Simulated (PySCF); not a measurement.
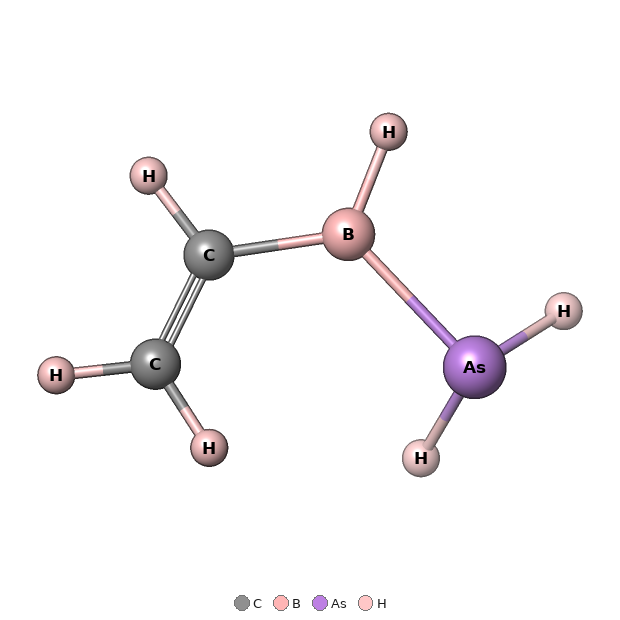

Orthographic view. Depth is shown by fading: the farther an atom, the more it takes the colour of the background. The geometry was computed by an optimisation with PBE0-D3(BJ)/def2-SVP. No frequency run is at hand to confirm it as a minimum.

Give the standard InChI.

Answer. InChI=1S/C2H6AsB/c1-2-4-3/h2,4H,1,3H2
